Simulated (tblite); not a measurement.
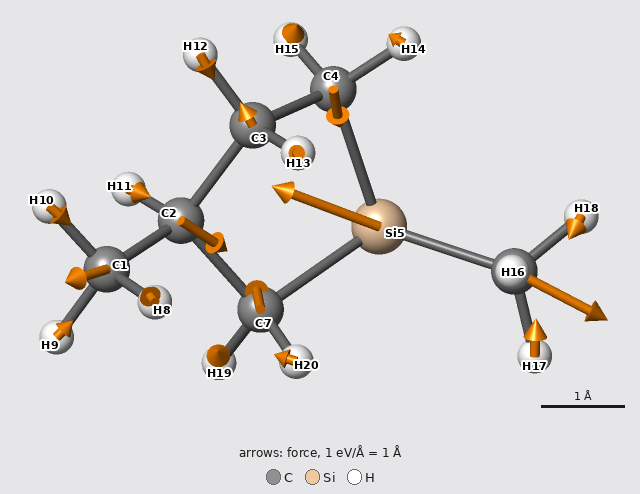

Starting geometry of C6H13Si (multiplicity 2) with the computed forces as orange arrows. The picture is a ball-and-stick view, seen at a tilt.

All numbers below come from GFN2-xTB geometry optimisation, gas phase in tblite 0.8.0. 

Q: Is this structure relaxed? If not, where do the atoms go?

A: It isn't relaxed: the largest force vector, on the Si atom, is 1.51 eV/Å. The final displacements follow the starting forces only in part (cosine between the two patterns 0.40). Over 40 geometry steps the energy falls by 0.136 eV. The largest move after the best rigid fit is that of an H atom, 0.12 Å. Largest moves by element: H 0.12 Å, Si 0.07 Å, C 0.07 Å. Some distances before and after: C–Si 1.863 → 1.910 Å, C–Si 1.950 → 1.918 Å, C–C 1.555 → 1.531 Å, C–C 1.510 → 1.524 Å. Bond angles that change, for instance: Si–C–H 110.2° → 115.4°, Si–C–H 107.4° → 112.1°, C–Si–C 109.2° → 112.9°.
